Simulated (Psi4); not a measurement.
# One shape, several levels: doublet InH2F+

Wanted: a comparison of 3 runs (U-wB97M-V/def2-SVPD, U-wB97X/def2-SVPD, UB2PLYP/def2-SVPD) of doublet InH2F+. 

The results are computed with Psi4 1.11.

### 1 The structure to begin with

The species is InH2F+ (4 atoms), meant as a doublet with charge +1. As SMILES of the parent species, `[H][In]([H])[F]`. Geometry: a GFN2-xTB relaxation, a rough one for these elements and not checked as a minimum. That shape belongs to the parent species and isn't relaxed for this state.

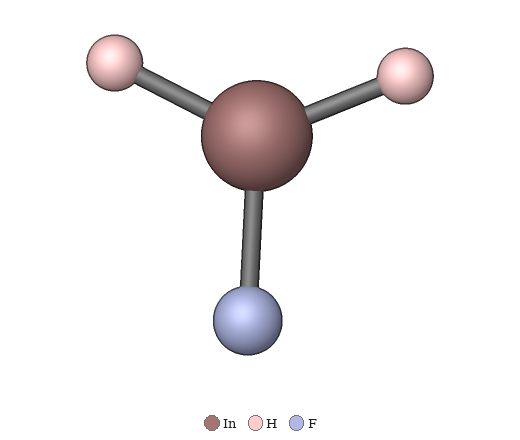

Viewed from a chosen angle; indium brown, hydrogen pink, fluorine light blue.

### 2 A single-point energy at U-wB97M-V/def2-SVPD (core potential) (run 1)

The input, fh2in.xyz:

```xyz
4
FH2In
In     0.069180     0.117330    -0.000190
H      1.751200    -0.073770     0.013580
H     -0.891440     1.509340    -0.018860
F     -0.928940    -1.552910     0.005460
```

The input, job.py:

```python
import psi4

psi4.set_memory(1600000000)
psi4.set_num_threads(1)
psi4.set_output_file('psi4.out', False)

with open('fh2in.xyz') as f:
    atoms = ''.join(f.readlines()[2:])
geom = psi4.geometry('1 2\n' + atoms + 'symmetry c1')

psi4.set_options({
    'basis': 'def2-SVPD',
    'reference': 'uks',
    'puream': True,
    'e_convergence': 1e-09,
    'd_convergence': 1e-08,
    'scf_type': 'pk',
    'dft_radial_points': 99,
    'dft_spherical_points': 590,
    'maxiter': 200,
})

energy_value = psi4.energy("wb97m-v")
print(f'total energy {energy_value:.8f} hartree = {energy_value * 27.211386:.5f} eV')
```

Launch:

```bash
$ python job.py
```

psi4.out:

```text
[...]
    !!!  WARNING: ECP capability is in beta. Please check occupations closely.  !!!
[...]
  Running in c1 symmetry.
[...]
  Nuclear repulsion =   67.818386914689327
[...]
  Multiplicity = 2
[...]
  Nalpha       = 16
  Nbeta        = 15
[...]
    Number of basis functions: 71
[...]
   @UKS iter   1:  -290.48041773201106   -8.13503e-01   7.44766e-03 DIIS/ADIIS
[...]
   @UKS iter  14:  -290.60118496253813   -3.75167e-12   8.36230e-09 DIIS
[...]
   @S^2 Observed:                7.722815301E-01
[...]
  @UKS Final Energy:  -290.60118496253813
   => Energetics <=
    Nuclear Repulsion Energy =             67.8183869146893272
    One-Electron Energy =                -602.0221459303403435
    Two-Electron Energy =                 262.9721245759920407
    DFT Exchange-Correlation Energy =     -19.4937336643280901
    Empirical Dispersion Energy =           0.0000000000000000
    VV10 Nonlocal Energy =                  0.1241831414489640
    Total Energy =                       -290.6011849625381274
[...]
 Multipole Moments:
 ------------------------------------------------------------------------------------
     Multipole            Electronic (a.u.)      Nuclear  (a.u.)        Total (a.u.)
 ------------------------------------------------------------------------------------
 L = 1.  Multiply by 2.5417464519 to convert [e a0] to [Debye]
 Dipole X            :          8.4136163           -7.4990949            0.9145214
 Dipole Y            :         14.0802998          -12.5579183            1.5223815
 Dipole Z            :         -0.0463384            0.0412730           -0.0050654
 Magnitude           :                                                    1.7759562
[...]
```

Standard output:

```text
total energy -290.60118496 hartree = -7907.66102 eV
```

Run time: 92 s. Hardware: 1 thread of Intel Xeon Platinum 8259CL at 2.50GHz (Skylake/Cascade Lake), shared host; peak memory 0.82 GiB.

### 3 Energy and forces at U-wB97X/def2-SVPD (core potential) (run 2)

The input, input.dat:

```
memory 1600 MB

molecule {
  1 2
  In     0.069180     0.117330    -0.000190
  H      1.751200    -0.073770     0.013580
  H     -0.891440     1.509340    -0.018860
  F     -0.928940    -1.552910     0.005460
  units angstrom
  symmetry c1
}

set globals {
  basis def2-SVPD
  reference uks
  puream true
  e_convergence 1e-09
  d_convergence 1e-08
  scf_type pk
  dft_radial_points 99
  dft_spherical_points 590
  maxiter 200
}

e, wfn = gradient("wb97x", return_wfn=True)
oeprop(wfn, "MULLIKEN_CHARGES", "LOWDIN_CHARGES", "DIPOLE", title="WB97X")
print_variables()
```

Launch:

```bash
$ psi4 -i input.dat -o output.dat -n 1
```

output.dat:

```text
[...]
    !!!  WARNING: ECP capability is in beta. Please check occupations closely.  !!!
[...]
  Running in c1 symmetry.
[...]
  Nuclear repulsion =   67.818386914689327
[...]
  Multiplicity = 2
[...]
  Nalpha       = 16
  Nbeta        = 15
[...]
    Number of basis functions: 71
[...]
   @UKS iter   1:  -290.57668253778508   -8.32008e-01   7.66457e-03 ADIIS/DIIS
[...]
   @UKS iter  14:  -290.70188578608025   -3.12639e-12   3.43519e-09 DIIS
[...]
   @S^2 Observed:                7.757344148E-01
[...]
  @UKS Final Energy:  -290.70188578608025
   => Energetics <=
    Nuclear Repulsion Energy =             67.8183869146893272
    One-Electron Energy =                -602.0782033689845321
    Two-Electron Energy =                 262.8647922566939883
    DFT Exchange-Correlation Energy =     -19.3068615884790198
    Empirical Dispersion Energy =           0.0000000000000000
    VV10 Nonlocal Energy =                  0.0000000000000000
    Total Energy =                       -290.7018857860802541
[...]
  -Total Gradient:
     Atom            X                  Y                   Z
    ------   -----------------  -----------------  -----------------
       1        0.018731725027     0.031210300035    -0.000105005810
       2       -0.019108350088    -0.004242411929    -0.000108869832
       3        0.005237464135    -0.018973014259     0.000191157173
       4       -0.004119816970    -0.006746186821     0.000017534808
[...]
```

It took 25 s on 1 thread of Intel Xeon Platinum 8259CL at 2.50GHz (Skylake/Cascade Lake), shared host; peak memory 0.71 GiB.

### 4 The energy at UB2PLYP/def2-SVPD (core potential, density fitting for correlation) (run 3)

The input, job.json:

```json
{
  "schema_name": "qcschema_input",
  "schema_version": 1,
  "molecule": {
    "schema_name": "qcschema_molecule",
    "schema_version": 2,
    "symbols": ["In", "H", "H", "F"],
    "geometry": [0.13073125, 0.22172157, -0.00035905, 3.30928839, -0.1394051, 0.02566248, -1.68457746, 2.85223923, -0.03564023, -1.75544219, -2.9345746, 0.0103179],
    "molecular_charge": 1,
    "molecular_multiplicity": 2,
    "fix_symmetry": "c1"
  },
  "driver": "energy",
  "model": {
    "method": "b2plyp",
    "basis": "def2-SVPD"
  },
  "keywords": {
    "reference": "uks",
    "puream": true,
    "e_convergence": 1e-09,
    "d_convergence": 1e-08,
    "scf_type": "pk",
    "dft_radial_points": 99,
    "dft_spherical_points": 590,
    "num_frozen_docc": 5,
    "maxiter": 200
  }
}
```

Launch:

```bash
$ psi4 --qcschema job.json -n 1 --memory 1600MB
```

stdout:

```text
[...]
    !!!  WARNING: ECP capability is in beta. Please check occupations closely.  !!!
[...]
  Running in c1 symmetry.
[...]
  Nuclear repulsion =   67.818386842361534
[...]
  Multiplicity = 2
[...]
  Nalpha       = 16
  Nbeta        = 15
[...]
    Number of basis functions: 71
[...]
   @UKS iter   1:  -290.13216555539555   -7.16436e-01   7.34855e-03 DIIS/ADIIS
[...]
   @UKS iter  15:  -290.24925218666669   -1.47793e-12   7.90820e-09 DIIS
[...]
   @S^2 Observed:                7.996130807E-01
[...]
  @UKS Final Energy:  -290.24925218666669
   => Energetics <=
    Nuclear Repulsion Energy =             67.8183868423615337
    One-Electron Energy =                -602.2977938825465571
    Two-Electron Energy =                 257.5044610124801920
    DFT Exchange-Correlation Energy =     -13.2743061589618385
    Empirical Dispersion Energy =           0.0000000000000000
    VV10 Nonlocal Energy =                  0.0000000000000000
    Total Energy =                       -290.2492521866666948
[...]
 Multipole Moments:
 ------------------------------------------------------------------------------------
     Multipole            Electronic (a.u.)      Nuclear  (a.u.)        Total (a.u.)
 ------------------------------------------------------------------------------------
 L = 1.  Multiply by 2.5417464519 to convert [e a0] to [Debye]
 Dipole X            :          8.5570822           -7.4990949            1.0579873
 Dipole Y            :         14.3184183          -12.5579183            1.7605000
 Dipole Z            :         -0.0471470            0.0412730           -0.0058740
 Magnitude           :                                                    2.0539552
[...]
```

The result, in JSON:

```text
{
 "driver": "energy",
 "model": {
  "method": "b2plyp",
  "basis": "def2-SVPD"
 },
 "success": true,
 "return_result": -290.349091068446,
 "properties": {
  "calcinfo_nbasis": 71,
  "calcinfo_nmo": 71,
  "calcinfo_nalpha": 16,
  "calcinfo_nbeta": 15,
  "calcinfo_natom": 4,
  "nuclear_repulsion_energy": 67.81838684236153,
  "return_energy": -290.349091068446,
  "scf_one_electron_energy": -602.2977938825466,
  "scf_two_electron_energy": 257.5044610124802,
  "scf_xc_energy": -13.274306158961839,
  "scf_dipole_moment": [1.0579873394729171, 1.7604999904432717, -0.005873990794718356],
  "scf_total_energy": -290.2492521866667,
  "scf_iterations": 15
 }
}
```

Run time: 18 s. Hardware: 1 thread of Intel Xeon Platinum 8259CL at 2.50GHz (Skylake/Cascade Lake), shared host; peak memory 0.69 GiB.

### 5 The series

```csv
run,level,task,frozen core orbitals,energy (Eh),HOMO energy (eV),LUMO energy (eV),⟨S²⟩,wall time
1,U-wB97M-V/def2-SVPD (core potential),energy,0,-290.601185,-18.67,-11.82,0.772,92 s
2,U-wB97X/def2-SVPD (core potential),gradient,0,-290.701886,-18.68,-11.80,0.776,25 s
3,"UB2PLYP/def2-SVPD (core potential, density fitting for correlation)",energy,5,-290.349091,-17.60,-12.37,0.800,18 s
```

### 6 Outcome

| quantity | value |
| --- | --- |
| run 3: total energy | -290.34909 Eh |
| run 3: HOMO energy (SCF part's orbitals) (highest over α and β) | -17.60 eV |
| run 3: LUMO energy (SCF part's orbitals) (lowest over α and β) | -12.37 eV |
| run 3: ⟨S²⟩ | 0.800 |

What this shows: Totals of different functionals can't be ranked against each other. All runs together took 2.3 min, the longest 92 s.
